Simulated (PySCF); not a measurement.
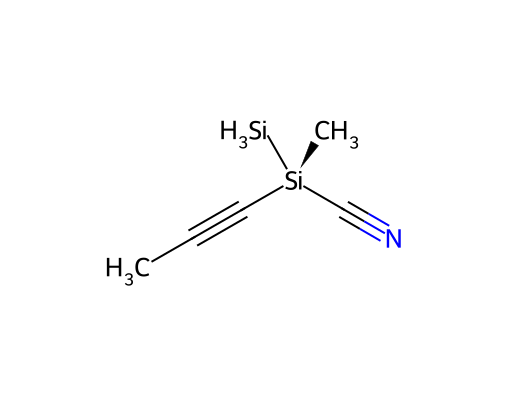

The geometry was computed by an optimisation with GFN2-xTB. No frequency run is at hand to confirm it as a minimum. Properties computed with PBE0/def2-SVPD, gas phase (PySCF 2.14.0). Excitations: vertical, linear response.

Predict the main results.

The species is C5H9NSi2 (`CC#C[Si@](C)([SiH3])C#N`).
- dipole moment: 4.62 D
- HOMO energy (Kohn–Sham orbital): −7.90 eV
- LUMO energy (Kohn–Sham orbital): −0.76 eV
- HOMO–LUMO gap: 7.13 eV
- mean static polarisability: 120.0 bohr³
- lowest vertical singlet excitation: 5.75 eV
- its oscillator strength: 0.005
- brightest of the 8 lowest singlets: 6.74 eV
- its oscillator strength: 0.20

The geometry is semi-empirical. Around Si such bond lengths and angles can be off by a tenth of an ångström or more and by several degrees, and values that hang on the shape move with them.
